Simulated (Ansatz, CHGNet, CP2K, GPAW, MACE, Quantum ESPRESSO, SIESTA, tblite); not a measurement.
# Random packing of Si31O39C14H16 (at. %) (83 atoms) in GPAW, part 2 of 2

Aim: run random packing of Si31O39C14H16 (at. %) (83 atoms) in GPAW and see how near its forces come to a plane-wave reference, and at what cost.

Program: GPAW 26.7.0; the method stands at each step. Banners, paths, timers and routine set-up lines are dropped from the logs unmarked, and long logs keep their key lines alone; longer cuts are marked.

So far. Step 3 (PBE, grid h 0.2 Å): Against the first run (8.5 %), the force difference from the reference is 1.5 %, at 1.8 times the CPU time (on 2 against 1 cores). Step 4 (RPBE, LCAO dzp, h 0.18 Å): Against the first run (8.5 %), the force difference from the reference is 9.3 %, at 1.0 times the CPU time; the model has changed, so this is no error of the program alone.

### 5. PBE, LCAO sz(dzp), h 0.18 Å

Method: Kohn-Sham DFT, PBE, PAW, atomic orbitals (sz(dzp)).

File run.py:

```python
import numpy as np
from ase.io import read
from gpaw import GPAW, FermiDirac

atoms = read("structure.xyz")
atoms.calc = GPAW(
    mode="lcao",
    basis="sz(dzp)",
    h=0.18,
    xc="PBE",
    kpts={"size": (1, 1, 1), "gamma": True},
    occupations=FermiDirac(0.05),
    maxiter=200,
    symmetry={"point_group": False},
    txt="gpaw.txt",
)
energy = atoms.get_potential_energy(force_consistent=True)
forces = atoms.get_forces()
print(f"energy {energy:.6f} eV")
print("forces (eV/A)")
for i, (a, f) in enumerate(zip(atoms, forces)):
    print(f"{i:4d} {a.symbol:2s} {f[0]:10.5f} {f[1]:10.5f} {f[2]:10.5f}")
print(f"Fermi level {atoms.calc.get_fermi_level():.4f} eV")
for k in range(len(atoms.calc.get_ibz_k_points())):
    for s in range(atoms.calc.get_number_of_spins()):
        e = atoms.calc.get_eigenvalues(kpt=k, spin=s)
        n = np.searchsorted(e, atoms.calc.get_fermi_level())
        print(f"k {k} spin {s} levels about the Fermi level:", np.round(e[max(n - 6, 0):n], 4).tolist(), "|", np.round(e[n:n + 6], 4).tolist())
```

File structure.xyz:

```xyz
83
Lattice="10.05190 0.00000 0.00000 0.00000 10.05190 0.00000 0.00000 0.00000 10.05190" Properties=species:S:1:pos:R:3 pbc="T T T"
[... 83 atom lines left out: the same atoms as in the first run ...]
```

Run with:

```sh
$ OMP_NUM_THREADS=1 python run.py > output.txt
```

The log of the run:

```text
energy -277.050162 eV
forces (eV/A)
   0 Si   -0.10121   -0.63409   -0.93006
   1 Si    2.41521    0.28882   -0.08526
   2 Si   -6.46733    1.42507    3.79069
   3 Si  -12.45067   -1.76490    1.66938
   4 Si   -0.79198    3.27936   -1.16111
   5 Si    0.55718   -0.44523   -5.82167
[...]
80 H     0.87060   -0.06230   -0.73689
  81 H    -0.50266   -0.65490    0.29873
  82 H    -0.24434    0.45524    0.29824
Fermi level 4.2742 eV
k 0 spin 0 levels about the Fermi level: [4.03, 4.0727, 4.108, 4.1613, 4.1969, 4.2479] | [4.2856, 4.3102, 4.3436, 4.3682, 4.4115, 4.4537]
```

gpaw.txt:

```text
Input parameters:
  mode=LCAO(),
  basis={'default': 'sz(dzp)'},
  h=0.18,
  kpts=MonkhorstPack(size=(1, 1, 1), gamma=True),
  maxiter=200,
  occupations=Occupations(name='fermi-dirac', width=0.05, fixmagmom=False),
[... lines left out ...]
  Fermi-Dirac:
[... lines left out ...]
convergence criteria:
- Maximum [total energy] change in last 3 cyles: 0.0005 eV / valence electron
[... lines left out ...]
Converged in 29 steps
[... lines left out ...]
  Free energy:    -277.050162
[... lines left out ...]
Fermi level: 4.274
[... lines left out ...]
|        ... |               |           |
|        218 |         6.623 |     0.000 |
Gap: 0.038 eV
Transition (v -> c):
  (s=0, k=0, n=177, [0.00, 0.00, 0.00]) -> (s=0, k=0, n=178, [0.00, 0.00, 0.00])
No difference between direct/indirect transitions
Force computation time: 3.911  # s
timing:  # [seconds]
  Total:  80.319  # ━━━━━━━━━━━━━━━━━━━━━━━━━━━━━━━━━━━━━━━━━━━━━━━━━━━━━━━━━
  Init:    5.411  # ━━━━
  SCF:    70.972  # ━━━━━━━━━━━━━━━━━━━━━━━━━━━━━━━━━━━━━━━━━━━━━━━━━━╸
  Forces:  3.911  # ━━━
```

Wall time 81 s (1 thread of Arm Neoverse V2, shared host); peak memory 1 GiB.

Compared with the plane-wave run:

| Quantity | Value |
| --- | --- |
| r.m.s. force component | 2.046 eV/Å |
| r.m.s. difference of force components | 1128 meV/Å |
| longest difference of force vectors | 4990 meV/Å |
| force difference over r.m.s. force | 60.99 % |
| slope of forces against the reference's | 0.9262 |
| correlation of force components | 0.837 |

This is a coarse setting, run to see what it loses.

Against the first run (8.5 %), the force difference from the reference is 61 %, at 0.31 times the CPU time, with 293 basis functions against 975: the smaller basis costs accuracy.

### 6. All runs compared

Differences are against the plane-wave reference, forces as r.m.s. over components; share is that over the reference's r.m.s. force, slope the least-squares factor from reference forces to these. Total energies of different programs have different zeros and aren't compared.

```csv
run,"Δ force, r.m.s. (meV/Å)",share (%),slope,cores,CPU time,memory (GiB)
reference,-,-,-,4,18 min,3.3
"GPAW PBE, LCAO dzp, h 0.18 Å",157,8.50,0.970,1,4.4 min,1.3
"GPAW PBE, grid h 0.2 Å",28.1,1.52,0.999,2,8.1 min,1.8
"GPAW RPBE, LCAO dzp, h 0.18 Å",172,9.31,0.972,1,4.5 min,1.3
"GPAW PBE, LCAO sz(dzp), h 0.18 Å (coarse)",1128,61.0,0.926,1,81 s,1.0
```

Rows marked coarse were listed beforehand as settings not expected to be converged; some can still land near the reference.

CPU time is summed over cores on a shared host, where runs went side by side, so it is rough. Symmetry, cutoffs, thresholds, outputs and thread counts weren't matched or tuned between programs; memory under MPI is the largest rank's times the ranks.

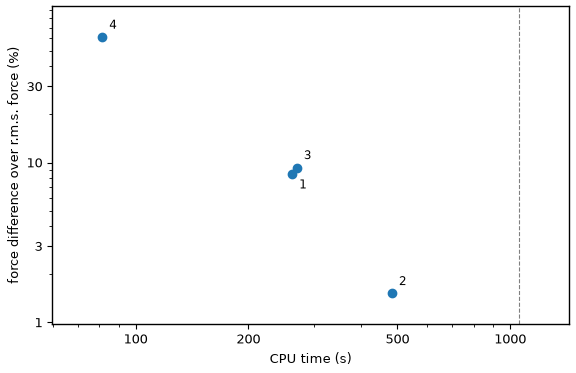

Force difference against CPU time; the dashed line marks the reference's time. Points: 1 GPAW PBE, LCAO dzp, h 0.18 Å; 2 GPAW PBE, grid h 0.2 Å; 3 GPAW RPBE, LCAO dzp, h 0.18 Å; 4 GPAW PBE, LCAO sz(dzp), h 0.18 Å.

### 7. Outcome

```yaml
nearest_in_forces: GPAW PBE, grid h 0.2 Å, 1.5 %
its_cpu_time: 8.1 min
```

PBE on plane waves or a grid with other potentials, cutoffs or grids, coarse settings apart, differs from the reference by 1.5 % (GPAW PBE, grid h 0.2 Å) of the r.m.s. force; this holds the reference's own error, so differences of a few per cent don't tell which side is nearer the exact PBE result. The PBE run in local orbitals, coarse settings apart, differs by 8.5 % (GPAW PBE, LCAO dzp, h 0.18 Å); basis, grid and potentials can all enter. Rows with another functional or a dispersion term differ by 9.3 % (GPAW RPBE, LCAO dzp, h 0.18 Å), which mixes the change of model with differences of basis and potentials. Runs with settings chosen to be coarse differ by 61 % (GPAW PBE, LCAO sz(dzp), h 0.18 Å), their programs' other errors included. Of the electronic-structure runs that take under half the reference's CPU time, GPAW PBE, grid h 0.2 Å comes nearest, at 1.5 % in 8.1 min against 18 min. The electron count is odd in these runs, and they have no spin polarisation, so the unpaired electron is spread evenly over both spins. The reference's stress is far from hydrostatic: its diagonal is -15.2, -9.8, -12.3 GPa, compression counted positive. The reference's pressure of -12 GPa belongs to a cell and atoms that aren't relaxed at this level. The electronic-structure runs sample only Γ, in a cell whose shortest periodic width is 10 Å, which is coarse for a cell with partly filled levels.

[Also dropped from logs without a mark: logging warnings of Python, and SIESTA's first energy breakdown and zero terms.]

[Logs are printed without paths, hosts, clocks, repeated set-up lines and the standing remarks that a program may print on its own settings, such as how far it seeks lower states.]

[Hosts, paths, dates, database ids (printed as entryN), source tags and the programs' standing remarks are cut or masked in the printed files.]
